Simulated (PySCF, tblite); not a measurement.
**C5H10BNO2: geometry, infrared bands and NMR shifts**

Aim: predict the infrared bands and NMR shifts of C5H10BNO2 (`CB(NC=O)OC1CC1`).

Programs: tblite 0.8.0 and PySCF 2.14.0, with density-fitted response routines of our own. Each step states its level of theory. These are calculated values for one molecule in the gas phase, unless marked as measured. Atoms are numbered from 0 throughout.

### 1 Starting geometry

19 atoms, charge 0, multiplicity 1; geometry from: force field or distance geometry start.

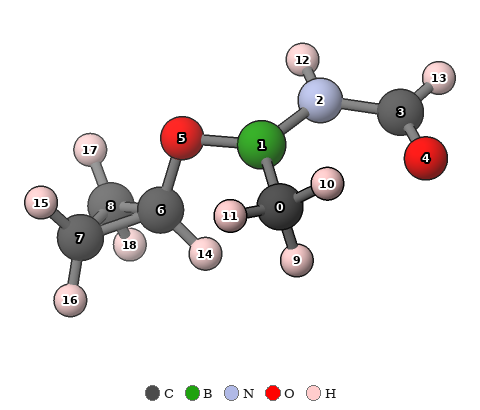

As it starts; carbon dark grey, boron green, nitrogen light blue, oxygen red, hydrogen pink, atoms numbered.

### 2 Relaxing the molecule with GFN2-xTB

Job settings and geometry (Å):

```
{"job": {"kind": "relax", "xc": "GFN2-xTB", "basis": "xTB"}, "charge": 0, "multiplicity": 1}
C     -1.028100     1.493900    -0.503500
B     -0.839400     0.342900     0.548800
N     -1.877500    -0.714600     0.890000
C     -3.165600    -0.738500     0.252200
O     -3.500100     0.090500    -0.596000
O      0.510700     0.149200     1.078700
C      1.337700    -0.044500    -0.023900
C      2.785900     0.309700    -0.021900
C      2.380700    -1.134500     0.232900
H     -0.918900     1.091400    -1.526200
H     -2.054100     1.908100    -0.341900
H     -0.300200     2.306000    -0.321300
H     -1.663600    -1.437500     1.615400
H     -3.853300    -1.536300     0.555700
H      0.822900    -0.013500    -1.000700
H      3.121800     0.934200     0.830000
H      3.298900     0.429500    -1.009600
H      2.491900    -1.546700     1.253500
H      2.440500    -1.880000    -0.579600
```

On the command line:

```bash
> OMP_NUM_THREADS=1 python probes_run.py task.json out
```

The driver reads the jobs from task.json and runs them one after another.

The program printed:

```text
step      E/eV     max force
  0    -764.13748    2.584
  1    -764.46424    2.709
  2    -764.62367    1.432
  3    -764.71330    0.802
  4    -764.78643    0.598
  5    -764.82950    0.734
  6    -764.90289    0.561
  7    -764.93406    0.347
  8    -764.95737    0.328
  9    -764.97658    0.318
 10    -764.99761    0.417
 11    -765.02021    0.410
 12    -765.04514    0.334
 13    -765.06947    0.375
 14    -765.09165    0.381
 15    -765.11300    0.344
 16    -765.13371    0.301
 17    -765.15287    0.328
 18    -765.17172    0.312
 19    -765.19130    0.409
 20    -765.21264    0.415
 21    -765.23509    0.410
 22    -765.25463    0.414
 23    -765.26882    0.341
 24    -765.28036    0.244
 25    -765.29145    0.249
 26    -765.30269    0.253
 27    -765.31419    0.352
 28    -765.32477    0.349
 29    -765.33787    0.316
 30    -765.35313    0.312
 31    -765.36916    0.316
 32    -765.37929    0.318
 33    -765.39263    0.277
 34    -765.40532    0.307
 35    -765.41974    0.295
 36    -765.43169    0.323
 37    -765.44266    0.273
 38    -765.45123    0.256
 39    -765.45806    0.214
 40    -765.46510    0.185
 41    -765.47131    0.170
 42    -765.47643    0.216
 43    -765.48156    0.179
 44    -765.48655    0.182
 45    -765.49020    0.179
 46    -765.49414    0.159
 47    -765.49733    0.123
 48    -765.50033    0.129
 49    -765.50324    0.165
 50    -765.50631    0.148
 51    -765.50990    0.148
 52    -765.51551    0.192
 53    -765.52273    0.201
 54    -765.52899    0.174
 55    -765.53232    0.112
 56    -765.53415    0.157
 57    -765.53641    0.111
 58    -765.54089    0.125
 59    -765.54426    0.110
 60    -765.54693    0.141
 61    -765.54980    0.164
 62    -765.55360    0.159
 63    -765.55763    0.135
 64    -765.56049    0.122
 65    -765.56187    0.198
 66    -765.56350    0.154
 67    -765.56511    0.126
 68    -765.56810    0.104
 69    -765.56901    0.062
 70    -765.56980    0.054
 71    -765.57025    0.062
 72    -765.57073    0.046
 73    -765.57123    0.043
 74    -765.57164    0.048
 75    -765.57201    0.051
 76    -765.57238    0.043
 77    -765.57281    0.044
 78    -765.57309    0.037
 79    -765.57322    0.020
 80    -765.57329    0.022
 81    -765.57337    0.020
 82    -765.57348    0.030
 83    -765.57360    0.029
 84    -765.57371    0.024
 85    -765.57383    0.032
 86    -765.57402    0.040
 87    -765.57430    0.046
 88    -765.57465    0.047
 89    -765.57494    0.033
 90    -765.57515    0.034
 91    -765.57531    0.031
 92    -765.57548    0.036
 93    -765.57561    0.027
 94    -765.57570    0.023
 95    -765.57573    0.018
 96    -765.57577    0.013
 97    -765.57581    0.018
 98    -765.57586    0.028
 99    -765.57592    0.030
100    -765.57597    0.022
101    -765.57601    0.017
102    -765.57603    0.014
103    -765.57606    0.013
104    -765.57609    0.019
105    -765.57613    0.020
106    -765.57616    0.017
107    -765.57619    0.015
108    -765.57621    0.009
```

Wall time 1.2 s (1 thread of Arm Neoverse N1, shared host).

The steps of the relaxation: (not every step is listed)

| step | energy from step 0 (eV) | largest force (eV/Å) |
| --- | --- | --- |
| 0 | 0.0000 | 2.5837 |
| 1 | -0.3268 | 2.7090 |
| 2 | -0.4862 | 1.4324 |
| 3 | -0.5758 | 0.8015 |
| 4 | -0.6490 | 0.5983 |
| 5 | -0.6920 | 0.7338 |
| 6 | -0.7654 | 0.5605 |
| 7 | -0.7966 | 0.3474 |
| 8 | -0.8199 | 0.3276 |
| 17 | -1.0154 | 0.3280 |
| 26 | -1.1652 | 0.2527 |
| 35 | -1.2823 | 0.2951 |
| 44 | -1.3491 | 0.1819 |
| 53 | -1.3853 | 0.2013 |
| 62 | -1.4161 | 0.1590 |
| 71 | -1.4328 | 0.0616 |
| 80 | -1.4358 | 0.0217 |
| 89 | -1.4375 | 0.0332 |
| 98 | -1.4384 | 0.0281 |
| 103 | -1.4386 | 0.0135 |
| 104 | -1.4386 | 0.0193 |
| 105 | -1.4387 | 0.0204 |
| 106 | -1.4387 | 0.0166 |
| 107 | -1.4387 | 0.0149 |
| 108 | -1.4387 | 0.0094 |

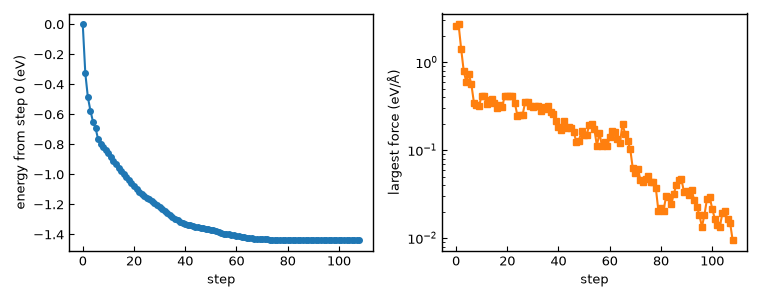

Energy and largest force along the relaxation.

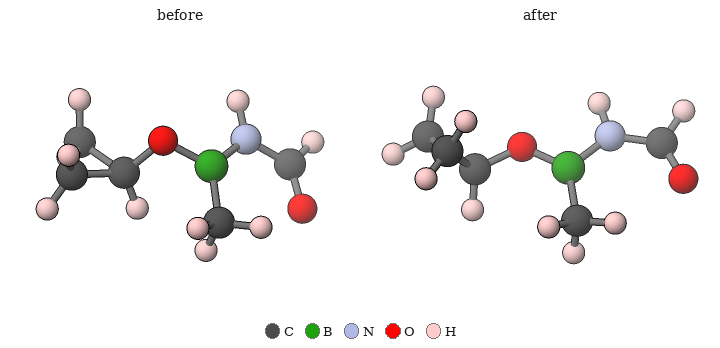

Before and after, at one scale.

Close pairs (by a distance rule), those that changed most:

| bond | before (Å) | after (Å) | change (Å) |
| --- | --- | --- | --- |
| B1–O5 | 1.463 | 1.350 | -0.113 |
| N2–C3 | 1.438 | 1.359 | -0.079 |
| B1–N2 | 1.521 | 1.450 | -0.070 |
| C7–H16 | 1.119 | 1.079 | -0.041 |
| N2–H12 | 1.046 | 1.011 | -0.036 |
| C6–C8 | 1.530 | 1.496 | -0.034 |
| C0–H10 | 1.118 | 1.084 | -0.034 |
| C3–O4 | 1.232 | 1.202 | -0.031 |

The end geometry stands in the next job.

### 3 Harmonic vibrations with GFN2-xTB

Job settings and geometry (Å):

```
{"job": {"kind": "ir", "xc": "GFN2-xTB", "basis": "xTB"}, "charge": 0, "multiplicity": 1}
C     -1.038097     1.278061    -0.833134
B     -0.875896    -0.037472     0.032857
N     -1.975750    -0.660522     0.743572
C     -3.274068    -0.272536     0.842880
O     -3.777134     0.688595     0.325849
O      0.272051    -0.728581     0.196670
C      1.490196    -0.374986    -0.380636
C      2.492492     0.375938     0.446027
C      2.716013    -1.073033     0.117525
H     -1.165148     1.025321    -1.885007
H     -1.912117     1.849486    -0.540949
H     -0.162623     1.920455    -0.763386
H     -1.736135    -1.502276     1.248770
H     -3.865338    -0.961106     1.481462
H      1.418415    -0.136977    -1.437071
H      2.211644     0.622340     1.458035
H      3.102714     1.121607    -0.038875
H      2.586435    -1.790051     0.912521
H      3.482541    -1.335011    -0.594686
```

The program printed:

```text
mode    cm-1     km/mol
  1      -5.6      1.73
  2      37.9      0.60
  3      57.2      4.09
  4     113.0      8.96
  5     114.2      7.89
  6     214.3      4.70
  7     227.2      8.68
  8     270.3      1.17
  9     344.3      1.55
 10     408.0      1.32
 11     441.4     10.61
 12     465.8      6.99
 13     688.3      6.96
 14     697.5     92.77
 15     761.1     13.29
 16     791.3      2.45
 17     841.8      6.52
 18     853.5      2.04
 19     876.5     90.30
 20     906.4     12.72
 21     939.1     10.31
 22     980.5     19.28
 23    1020.1      2.73
 24    1063.8      0.11
 25    1078.3      2.74
 26    1083.8      0.60
 27    1123.6     13.96
 28    1147.0     34.27
 29    1150.4     18.66
 30    1207.9    455.49
 31    1252.3     21.75
 32    1297.5    145.08
 33    1352.2    252.17
 34    1381.3    511.55
 35    1391.4    114.76
 36    1412.0     23.24
 37    1419.9      0.57
 38    1471.9      9.48
 39    1483.1      2.92
 40    1485.6      2.10
 41    1776.5    550.51
 42    2734.4    182.33
 43    3000.2     32.69
 44    3013.5     25.78
 45    3030.1     27.31
 46    3079.9      2.54
 47    3094.9     15.54
 48    3097.0     18.10
 49    3106.8      4.49
 50    3123.7     42.53
 51    3433.2      1.06
```

Wall time 1.1 s (1 thread of Arm Neoverse N1, shared host).

Which atoms move in the most intense modes:

| cm⁻¹ | km/mol | atoms |
| --- | --- | --- |
| 698 | 92.8 | H12 84 %, N2 10 % |
| 1208 | 455.5 | B1 36 %, H12 27 %, O5 13 % |
| 1298 | 145.1 | B1 43 %, O5 23 %, H14 14 % |
| 1352 | 252.2 | C6 37 %, H14 11 % |
| 1381 | 511.6 | N2 36 %, H12 27 %, C3 10 % |
| 1391 | 114.8 | H9 24 %, H11 23 %, H10 23 %, C0 17 % |
| 1776 | 550.5 | C3 62 %, O4 35 % |
| 2734 | 182.3 | H13 94 % |

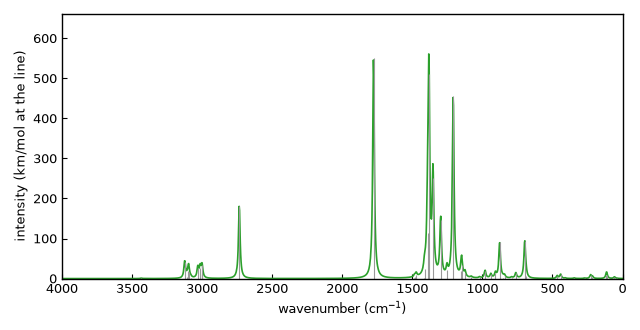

The infrared spectrum from these modes, unscaled. Lines are broadened to a width of 14 cm⁻¹ (Lorentzian).

### 4 Shielding tensors: PBE0/pcSseg-1

The job, as its differences from that of step 3:

```diff
@@ -1,2 +1,2 @@
-{"job": {"kind": "ir", "xc": "GFN2-xTB", "basis": "xTB"}, "charge": 0, "multiplicity": 1}
+{"job": {"kind": "nmr", "xc": "PBE0", "basis": "pcSseg-1"}, "charge": 0, "multiplicity": 1}
 C     -1.038097     1.278061    -0.833134
```

Method: GIAO PBE0/pcSseg-1 NMR shielding, non-relativistic, gas phase.

The program printed:

```text
coarse grid: 15952 points
cycle   1  E = -425.8709255991  dE =  1.509e+00  |g| = 9.921e-01  |ddm| = 3.786e+00
cycle   2  E = -425.3782295894  dE =  4.927e-01  |g| = 1.875e+00  |ddm| = 2.255e+00
cycle   3  E = -426.0488543805  dE = -6.706e-01  |g| = 2.951e-01  |ddm| = 1.736e+00
cycle   4  E = -426.0656522461  dE = -1.680e-02  |g| = 8.912e-02  |ddm| = 2.532e-01
cycle   5  E = -426.0669115927  dE = -1.259e-03  |g| = 3.065e-02  |ddm| = 6.858e-02
cycle   6  E = -426.0670993727  dE = -1.878e-04  |g| = 6.838e-03  |ddm| = 2.425e-02
cycle   7  E = -426.0671078283  dE = -8.456e-06  |g| = 2.338e-03  |ddm| = 6.094e-03
final grid: 154376 points
cycle   8  E = -426.1363499184  dE = -2.457e-05  |g| = 1.669e-02  |ddm| = 3.030e-02
cycle   9  E = -426.1362368443  dE =  1.131e-04  |g| = 2.981e-02  |ddm| = 2.764e-02
cycle  10  E = -426.1364018083  dE = -1.650e-04  |g| = 3.266e-03  |ddm| = 1.898e-02
cycle  11  E = -426.1364039252  dE = -2.117e-06  |g| = 4.486e-04  |ddm| = 2.325e-03
cycle  12  E = -426.1364039548  dE = -2.954e-08  |g| = 2.096e-04  |ddm| = 4.789e-04
cycle  13  E = -426.1364039632  dE = -8.449e-09  |g| = 3.205e-05  |ddm| = 1.757e-04
cycle  14  E = -426.1364039634  dE = -1.976e-10  |g| = 1.146e-05  |ddm| = 3.199e-05
converged SCF energy = -426.1364039634

GIAO shielding tensors (ppm)
atom      isotropic    diamagn.    paramagn.     s11        s22        s33       span
  0 C      187.855     257.301     -69.446    182.144    186.797    194.624     12.480
  1 B       66.818     197.404    -130.586     32.107     72.517     95.830     63.723
  2 N       97.344     330.098    -232.754    -33.480    148.239    177.274    210.753
  3 C       20.677     240.237    -219.560    -79.744     50.202     91.573    171.317
  4 O     -136.765     400.319    -537.084   -483.143   -253.955    326.802    809.944
  5 O      177.389     399.289    -221.900     45.780    198.211    288.174    242.394
  6 C      135.714     240.379    -104.665     90.399    111.566    205.176    114.777
  7 C      177.418     254.525     -77.107    145.567    174.541    212.147     66.580
  8 C      178.608     257.360     -78.752    148.204    174.896    212.723     64.519
  9 H       31.224      32.497      -1.273     27.173     28.839     37.659     10.486
 10 H       29.595      32.728      -3.134     23.566     28.019     37.199     13.634
 11 H       31.249      34.718      -3.469     25.895     31.209     36.641     10.746
 12 H       26.226      35.267      -9.040     23.037     26.364     29.278      6.241
 13 H       23.160      23.507      -0.348     18.816     23.413     27.251      8.436
 14 H       28.064      31.530      -3.466     21.879     28.527     33.786     11.907
 15 H       31.204      32.526      -1.323     26.838     28.256     38.517     11.679
 16 H       31.152      31.147       0.005     26.293     26.350     40.811     14.518
 17 H       30.888      31.949      -1.061     25.526     28.180     38.958     13.432
 18 H       31.102      30.535       0.567     25.301     26.909     41.097     15.795
```

Run time: 81 s. Hardware: 1 thread of Arm Neoverse N1, shared host; peak memory 0.92 GiB.

The references, computed at this level on geometries of the same kind, shield at (ppm): ¹H TMS 31.72, ¹³C TMS 186.9, ¹⁵N NH3 267.7, ¹⁷O H2O 336.1, ¹¹B BF3·OEt2 100.1. Their shielding less the atom's gives the shift. The references are single molecules in the gas phase, so shifts against H2O, NH3, PH3, H3PO4 or CFCl3 are not on the usual liquid scales and can be off by tens of ppm. Atoms listed in one row are averaged.

| atoms | environment | σ (ppm) | δ (ppm) | δ scaled to CDCl3 |
| --- | --- | --- | --- | --- |
| C3 | amide carbonyl carbon | 20.7 | 166.2 | 160.3 |
| C6 | three-membered-ring carbon | 135.7 | 51.2 | 48.1 |
| C7, C8 | three-membered-ring carbon | 178.0 | 8.9 | 6.8 |
| C0 | methyl carbon bonded to B | 187.9 | -0.9 | -2.8 |
| H13 | hydrogen on an amide carbonyl carbon | 23.16 | 8.56 | 8.17 |
| H12 | hydrogen on an amide-type nitrogen | 26.23 | 5.49 | – |
| H14 | hydrogen on a three-membered-ring carbon | 28.06 | 3.65 | 3.55 |
| H9, H10, H11 | hydrogen on a methyl carbon bonded to B | 30.69 | 1.03 | 1.07 |
| H15, H17 | hydrogen on a three-membered-ring carbon | 31.05 | 0.67 | 0.74 |
| H16, H18 | hydrogen on a three-membered-ring carbon | 31.13 | 0.59 | 0.66 |
| B1 | boron bonded to C, N, O | 66.8 | 33.2 | – |
| N2 | amide-type nitrogen | 97.3 | 170.4 | – |
| O4 | amide-type carbonyl oxygen | -136.8 | 472.8 | – |
| O5 | oxygen bonded to C, B | 177.4 | 158.7 | – |

The scaled column applies a straight-line fit of computed shieldings to shifts measured in CDCl3 (root-mean-square error 0.16 ppm for H, 1.9 ppm for C).

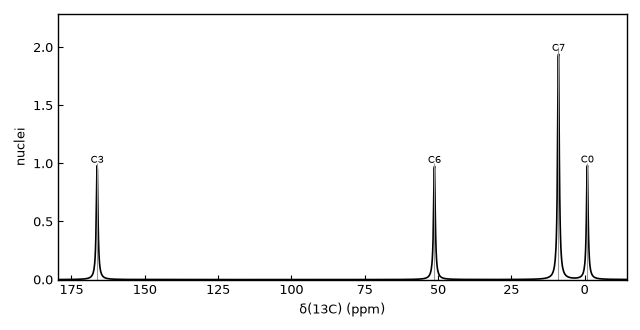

¹³C lines at the computed shifts, without couplings. Lines are broadened to a width of 0.67 ppm (Lorentzian).

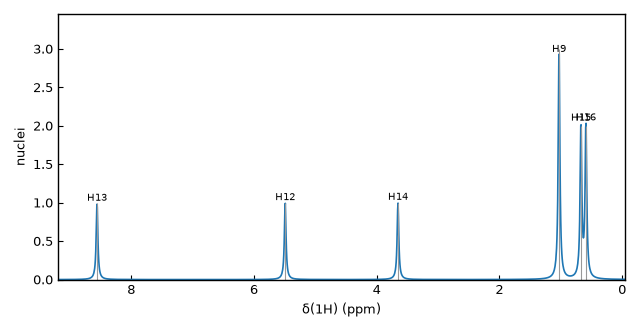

¹H lines at the computed shifts, without couplings. Lines are broadened to a width of 0.03 ppm (Lorentzian).

The run also stored atomic charges by several schemes (e):

| atoms | Mulliken | IAO | Hirshfeld | ESP fit |
| --- | --- | --- | --- | --- |
| C0 | -0.56 | -0.61 | -0.21 | -0.56 |
| B1 | 0.57 | 0.44 | 0.24 | 0.76 |
| N2 | -0.48 | -0.41 | -0.16 | -0.71 |
| C3 | 0.39 | 0.33 | 0.15 | 0.57 |
| O4 | -0.41 | -0.46 | -0.25 | -0.52 |
| O5 | -0.47 | -0.38 | -0.16 | -0.48 |
| C6 | 0.05 | 0.07 | 0.04 | 0.21 |
| C7, C8 | -0.21 | -0.31 | -0.09 | -0.33 |

Hirshfeld charges:

C0 -0.21; B1 0.24; N2 -0.16; C3 0.15; O4 -0.25; O5 -0.16; C6 0.04; C7 -0.09; C8 -0.09; H9 0.05; H10 0.03; H11 0.04; H12 0.13; H13 0.04; H14 0.05; H15 0.05; H16 0.05; H17 0.05; H18 0.05

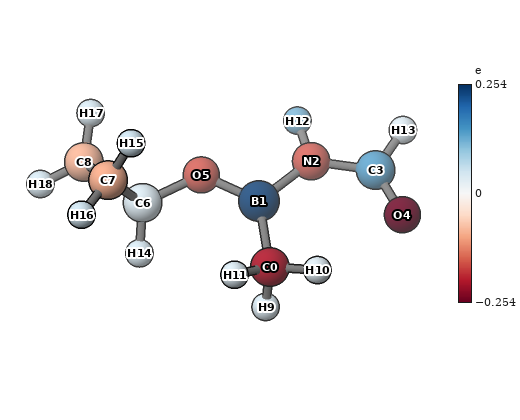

Hirshfeld charges, as colours on the atoms.

Mayer bond orders: C0–B1 1.05, B1–N2 1.03, N2–C3 1.15, C3–O4 1.95, B1–O5 1.18, O5–C6 0.88, C6–C7 0.96, C7–C8 0.97, C8–C6 0.98.

Ring of atoms C6, C7, C8: NICS(0) -40.2, NICS(1) -8.2, NICS(1)zz -20.2 ppm (means of both faces; NICS(1) differs between them: -9.4 and -7.0).

The two faces differ (NICS(1)zz -23.6 and -16.8 ppm).

In rings of three or four atoms NICS is ruled by the nearby σ bonds, so it says little on aromaticity.

Orbitals, density, ELF and potential are computed afterwards from the orbital file.

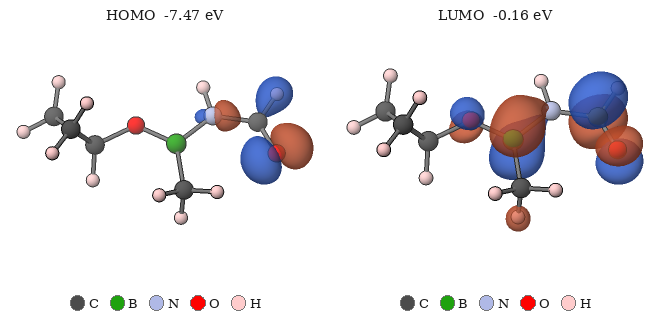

Frontier orbitals at PBE0/pcSseg-1; each surface holds 70 % of the orbital's density, blue and red mark the sign.

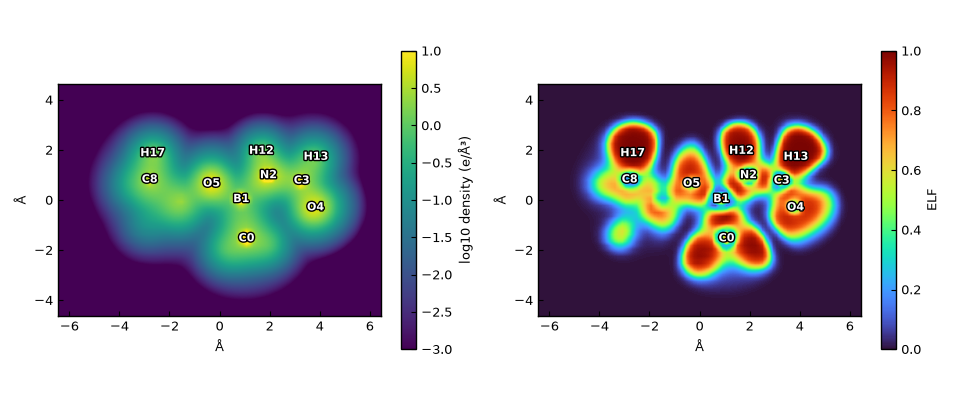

Density (left) and ELF (right) in a plane through or near 10 of the atoms.

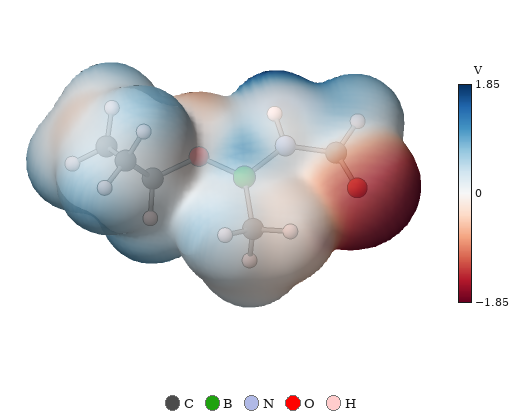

The potential that a unit positive charge feels on the 0.002 e/bohr³ surface, from -1.85 V near O4 to 1.69 V near H12.

### 5 Outcome

```
                                                               quantity                                   value
                              strongest single infrared mode (GFN2-xTB)                   1776 cm⁻¹, 551 km/mol
                                           zero-point energy (GFN2-xTB)                           94.8 kcal/mol
¹³C shifts against TMS (PBE0/pcSseg-1, means over atoms taken as alike)              166.2, 51.2, 8.9, -0.9 ppm
 ¹H shifts against TMS (PBE0/pcSseg-1, means over atoms taken as alike)  8.56, 5.49, 3.65, 1.03, 0.67, 0.59 ppm
                            ¹¹B shifts against BF3·OEt2 (PBE0/pcSseg-1)                                33.2 ppm
                                 ¹⁵N shifts against NH3 (PBE0/pcSseg-1)                               170.4 ppm
                                 ¹⁷O shifts against H2O (PBE0/pcSseg-1)                        472.8, 158.7 ppm
                                  surface potential, least and greatest                      -1.85 V and 1.69 V
```

**Reading.** Over 108 steps the energy fell by 1.439 eV; of the close pairs, B1–O5 changed most, 1.463 to 1.350 Å. The lowest mode is slightly imaginary (6i cm⁻¹), a soft motion within the noise of the Hessian, so the minimum is not strictly shown. The strongest single mode, at 1776 cm⁻¹, moves mainly C3 and O4. Unscaled tight-binding wavenumbers are off by several per cent, some by more. Its intensities can rank the bands wrongly. At PBE0/pcSseg-1: Shielding is most anisotropic at O4 (span 810 ppm, paramagnetic term -537 ppm).
